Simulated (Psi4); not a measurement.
# One shape, several levels: triplet GeClF

We compute a comparison of 3 runs (UB3LYP/def2-TZVP, UM06-2X/def2-TZVP, UPBE0/def2-TZVP) of triplet GeClF. 

The calculation is run with Psi4 1.11.

### Step 1. The molecule

GeClF has 3 atoms, charge 0, and is taken as a triplet. SMILES of the parent species: `[F][Ge][Cl]`. Geometry: relaxed at PBE0-D4/def2-TZVP. That shape belongs to the parent species and isn't relaxed for this state.

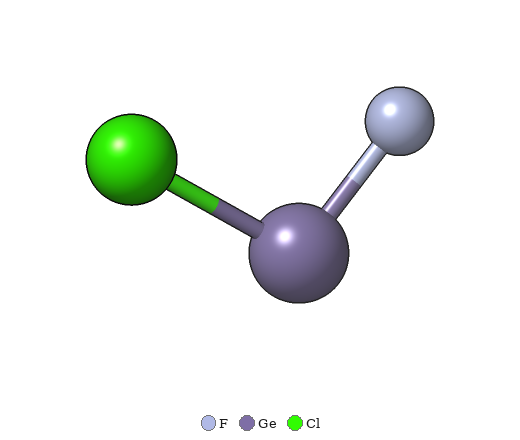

The structure, seen from a chosen angle (fluorine light blue, germanium purple, chlorine green).

### Step 2. Energy and forces at UB3LYP/def2-TZVP (run 1)

File clfge.xyz:

```xyz
3
ClFGe
F      0.110400     1.418700     0.206200
Ge    -0.762800     0.035600    -0.410300
Cl     0.641600    -1.519100     0.191000
```

File job.py:

```python
import psi4

psi4.set_memory(2200000000)
psi4.set_num_threads(1)
psi4.core.set_output_file('output.dat', False)

with open('clfge.xyz') as f:
    atoms = ''.join(f.readlines()[2:])
m = psi4.geometry('0 3\n' + atoms + 'symmetry c1')

psi4.set_options({
    'reference': 'uks',
    'puream': True,
    'e_convergence': 1e-09,
    'd_convergence': 1e-08,
    'scf_type': 'pk',
    'dft_radial_points': 99,
    'dft_spherical_points': 590,
    'maxiter': 100,
})

result = psi4.gradient('b3lyp/def2-TZVP')
print('gradient / Eh bohr^-1')
print(result.np.round(6))
```

Launch:

```
$ python job.py
```

output.dat:

```text
[...]
  Running in c1 symmetry.
[...]
  Nuclear repulsion =  246.377351934708940
[...]
  Multiplicity = 3
[...]
  Nalpha       = 30
  Nbeta        = 28
[...]
    Number of basis functions: 116
[...]
   @UKS iter   1: -2635.35785456387111   -1.71639e+00   2.70588e-02 DIIS/ADIIS
[...]
   @UKS iter  17: -2637.13223921324106   -3.18323e-12   6.49683e-09 DIIS
[...]
   @S^2 Observed:                2.003790560E+00
[...]
  @UKS Final Energy: -2637.13223921324106
   => Energetics <=
    Nuclear Repulsion Energy =            246.3773519347089405
    One-Electron Energy =               -4160.0617040855604500
    Two-Electron Energy =                1371.3935424416731621
    DFT Exchange-Correlation Energy =     -94.8414295040625177
    Empirical Dispersion Energy =           0.0000000000000000
    VV10 Nonlocal Energy =                  0.0000000000000000
    Total Energy =                      -2637.1322392132410641
  UHF NO Occupations:
  HONO-2 :   28  A 1.9989333
  HONO-1 :   29  A 1.0000000
[...]
 Multipole Moments:
 ------------------------------------------------------------------------------------
     Multipole            Electronic (a.u.)      Nuclear  (a.u.)        Total (a.u.)
 ------------------------------------------------------------------------------------
 L = 1.  Multiply by 2.5417464519 to convert [e a0] to [Debye]
 Dipole X            :         -4.7969114            4.0496531           -0.7472583
 Dipole Y            :          2.1065870           -2.3583850           -0.2517980
 Dipole Z            :          0.0000000            0.0000000            0.0000000
 Magnitude           :                                                    0.7885412
[...]
  -Total Gradient:
     Atom            X                  Y                   Z
    ------   -----------------  -----------------  -----------------
       1        0.004859822088    -0.012839588924     0.000000000000
       2       -0.008578143285     0.003205068054    -0.000000000001
       3        0.003686302895     0.009676959461    -0.000000000000
[...]
```

The script printed:

```text
gradient / Eh bohr^-1
[[ 0.00486  -0.01284   0.      ]
 [-0.008578  0.003205 -0.      ]
 [ 0.003686  0.009677 -0.      ]]
```

Wall time 33 s (1 thread of Intel Xeon Platinum 8488C (Sapphire Rapids), shared host); peak memory 0.72 GiB.

### Step 3. Energy and gradient at UM06-2X/def2-TZVP (run 2)

File calc.py:

```python
import psi4

psi4.set_memory('2200 MB')
psi4.set_num_threads(1)
psi4.core.set_output_file('output.dat', False)

m = psi4.geometry("""
0 3
F      0.110400     1.418700     0.206200
Ge    -0.762800     0.035600    -0.410300
Cl     0.641600    -1.519100     0.191000
units angstrom
symmetry c1
""")

psi4.set_options({
    'reference': 'uks',
    'puream': True,
    'e_convergence': 1e-09,
    'd_convergence': 1e-08,
    'scf_type': 'pk',
    'dft_radial_points': 99,
    'dft_spherical_points': 590,
    'maxiter': 100,
})

result, w = psi4.gradient('m06-2x/def2-TZVP', return_wfn=True)
psi4.oeprop(w, 'MULLIKEN_CHARGES', 'QUADRUPOLE', 'LOWDIN_CHARGES')
print('gradient / Eh bohr^-1')
print(result.np.round(6))
print(f'energy = {w.energy():.10f} Eh')
for k, v in sorted(psi4.core.scalar_variables().items()):
    print(f'{k:45s} {v:18.10f}')
```

Launch:

```
$ python calc.py
```

output.dat:

```text
[...]
  Running in c1 symmetry.
[...]
  Nuclear repulsion =  246.377351934708940
[...]
  Multiplicity = 3
[...]
  Nalpha       = 30
  Nbeta        = 28
[...]
    Number of basis functions: 116
[...]
   @UKS iter   1: -2635.46388481779832   -2.35284e+00   2.56521e-02 ADIIS/DIIS
[...]
   @UKS iter  16: -2637.03812072508254   -5.45697e-12   7.98971e-09 DIIS
[...]
   @S^2 Observed:                2.005466558E+00
[...]
  @UKS Final Energy: -2637.03812072508254
   => Energetics <=
    Nuclear Repulsion Energy =            246.3773519347089405
    One-Electron Energy =               -4160.3815070462896983
    Two-Electron Energy =                1332.6259637475657200
    DFT Exchange-Correlation Energy =     -55.6599293610675332
    Empirical Dispersion Energy =           0.0000000000000000
    VV10 Nonlocal Energy =                  0.0000000000000000
    Total Energy =                      -2637.0381207250825355
  UHF NO Occupations:
  HONO-2 :   28  A 1.9986667
  HONO-1 :   29  A 1.0000000
[...]
  -Total Gradient:
     Atom            X                  Y                   Z
    ------   -----------------  -----------------  -----------------
       1        0.011142882322    -0.004778783460     0.000000000000
       2       -0.021107112108     0.001585820739     0.000000000000
       3        0.009996606210     0.003244570099    -0.000000000000
[...]
 Multipole Moments:
 ------------------------------------------------------------------------------------
     Multipole            Electronic (a.u.)      Nuclear  (a.u.)        Total (a.u.)
 ------------------------------------------------------------------------------------
 L = 1.  Multiply by 2.5417464519 to convert [e a0] to [Debye]
 Dipole X            :         -4.9556686            4.0496531           -0.9060155
 Dipole Y            :          2.1326384           -2.3583850           -0.2257466
 Dipole Z            :         -0.0000000            0.0000000           -0.0000000
 Magnitude           :                                                    0.9337160
 L = 2.  Multiply by 1.3450342976 to convert [e a0^2] to [Debye ang]
 Quadrupole XX       :       -123.8084892           99.7587349          -24.0497543
 Quadrupole XY       :         65.1003484          -66.3360576           -1.2357092
[...]
```

The script printed:

```text
gradient / Eh bohr^-1
[[ 0.011143 -0.004779  0.      ]
 [-0.021107  0.001586  0.      ]
 [ 0.009997  0.003245 -0.      ]]
energy = -2637.0381207251 Eh
CURRENT ENERGY                                  -2637.0381207251
CURRENT REFERENCE ENERGY                        -2637.0381207251
DD SOLVATION ENERGY                                 0.0000000000
DFT FUNCTIONAL TOTAL ENERGY                     -2637.0381207251
DFT TOTAL ENERGY                                -2637.0381207251
DFT VV10 ENERGY                                     0.0000000000
DFT XC ENERGY                                     -55.6599293611
GRID ELECTRONS ALPHA                               30.0000004169
GRID ELECTRONS BETA                                28.0000004406
GRID ELECTRONS TOTAL                               58.0000008575
NUCLEAR REPULSION ENERGY                          246.3773519347
ONE-ELECTRON ENERGY                             -4160.3815070463
PCM POLARIZATION ENERGY                             0.0000000000
PE ENERGY                                           0.0000000000
SCF ITERATION ENERGY                            -2637.0381207251
SCF ITERATIONS                                     16.0000000000
SCF TOTAL ENERGY                                -2637.0381207251
TWO-ELECTRON ENERGY                              1332.6259637476
XC GRID RADIAL POINTS                              99.0000000000
XC GRID SPHERICAL POINTS                          590.0000000000
XC GRID TOTAL POINTS                           164052.0000000000
```

Wall time 46 s (1 thread of Intel Xeon Platinum 8488C (Sapphire Rapids), shared host); peak memory 0.77 GiB.

### Step 4. The energy at UPBE0/def2-TZVP (run 3)

File input.json:

```json
{
  "schema_name": "qcschema_input",
  "schema_version": 1,
  "molecule": {
    "schema_name": "qcschema_molecule",
    "schema_version": 2,
    "symbols": ["F", "Ge", "Cl"],
    "geometry": [0.20862576, 2.68095445, 0.38966153, -1.44148309, 0.06727425, -0.77535463, 1.21244828, -2.87068296, 0.36093769],
    "molecular_charge": 0,
    "molecular_multiplicity": 3,
    "fix_symmetry": "c1"
  },
  "driver": "energy",
  "model": {
    "method": "pbe0",
    "basis": "def2-TZVP"
  },
  "keywords": {
    "reference": "uks",
    "puream": true,
    "e_convergence": 1e-09,
    "d_convergence": 1e-08,
    "scf_type": "pk",
    "dft_radial_points": 99,
    "dft_spherical_points": 590,
    "maxiter": 100
  }
}
```

Launch:

```
$ psi4 --qcschema input.json -n 1 --memory 2200MB
```

stdout:

```text
[...]
  Running in c1 symmetry.
[...]
  Nuclear repulsion =  246.377351970160703
[...]
  Multiplicity = 3
[...]
  Nalpha       = 30
  Nbeta        = 28
[...]
    Number of basis functions: 116
[...]
   @UKS iter   1: -2634.82049449290935   -1.80451e+00   2.67802e-02 ADIIS/DIIS
[...]
   @UKS iter  16: -2636.56684557791732   -2.27374e-11   8.63484e-09 DIIS
[...]
   @S^2 Observed:                2.004274217E+00
[...]
    Orbital Energies [Eh]
    ---------------------
    Alpha Occupied:
       1A   -399.170300     2A   -101.731072     3A    -49.982979
       4A    -44.464669     5A    -44.464228     6A    -44.463612
       7A    -24.768382     8A     -9.555972     9A     -7.292074
      10A     -7.281902    11A     -7.281732    12A     -6.353803
      13A     -4.510083    14A     -4.507359    15A     -4.506668
      16A     -1.318114    17A     -1.304799    18A     -1.303392
      19A     -1.302716    20A     -1.300881    21A     -1.195108
      22A     -0.868536    23A     -0.582587    24A     -0.470733
      25A     -0.454190    26A     -0.448560    27A     -0.373732
      28A     -0.367245    29A     -0.356742    30A     -0.200388
    Alpha Virtual:
[...]
  @UKS Final Energy: -2636.56684557791732
   => Energetics <=
    Nuclear Repulsion Energy =            246.3773519701607029
    One-Electron Energy =               -4160.1780259620172728
    Two-Electron Energy =                1365.7668892071669688
    DFT Exchange-Correlation Energy =     -88.5330607932277900
    Empirical Dispersion Energy =           0.0000000000000000
    VV10 Nonlocal Energy =                  0.0000000000000000
    Total Energy =                      -2636.5668455779173200
  UHF NO Occupations:
  HONO-2 :   28  A 1.9987449
  HONO-1 :   29  A 1.0000000
[...]
 Multipole Moments:
 ------------------------------------------------------------------------------------
     Multipole            Electronic (a.u.)      Nuclear  (a.u.)        Total (a.u.)
 ------------------------------------------------------------------------------------
 L = 1.  Multiply by 2.5417464519 to convert [e a0] to [Debye]
 Dipole X            :         -4.8419113            4.0496531           -0.7922582
 Dipole Y            :          2.1386549           -2.3583850           -0.2197301
 Dipole Z            :         -0.0000000           -0.0000000           -0.0000000
 Magnitude           :                                                    0.8221644
[...]
```

The result, in JSON:

```text
{
 "driver": "energy",
 "model": {
  "method": "pbe0",
  "basis": "def2-TZVP"
 },
 "success": true,
 "return_result": -2636.5668455779173,
 "properties": {
  "calcinfo_nbasis": 116,
  "calcinfo_nmo": 116,
  "calcinfo_nalpha": 30,
  "calcinfo_nbeta": 28,
  "calcinfo_natom": 3,
  "nuclear_repulsion_energy": 246.3773519701607,
  "return_energy": -2636.5668455779173,
  "scf_one_electron_energy": -4160.178025962017,
  "scf_two_electron_energy": 1365.766889207167,
  "scf_xc_energy": -88.53306079322779,
  "scf_dipole_moment": [-0.7922581635173653, -0.2197301281639783, -7.473751153414964e-16],
  "scf_total_energy": -2636.5668455779173,
  "scf_iterations": 16
 }
}
```

It took 20 s on 1 thread of Intel Xeon Platinum 8488C (Sapphire Rapids), shared host; peak memory 0.72 GiB.

### Step 5. The series

```tsv
run	level	task	energy (Eh)	dipole moment (D)	HOMO energy (eV)	⟨S²⟩	wall time
1	UB3LYP/def2-TZVP	gradient	-2637.132239	2.00	-5.08	2.004	33 s
2	UM06-2X/def2-TZVP	gradient	-2637.038121	2.37	-6.46	2.005	46 s
3	UPBE0/def2-TZVP	energy	-2636.566846	2.09	-5.45	2.004	20 s
```

### Step 6. Results

| quantity | value |
| --- | --- |
| run 3: total energy | -2636.56685 Eh |
| run 3: dipole moment | 2.09 D |
| run 3: HOMO energy (highest over α and β) | -5.45 eV |
| run 3: ⟨S²⟩ | 2.004 |

In words: The dipole moment (its size) runs from 2.00 D (UB3LYP/def2-TZVP) to 2.37 D (UM06-2X/def2-TZVP). Totals of different functionals can't be ranked against each other. All runs together took 98 s, the longest 46 s.
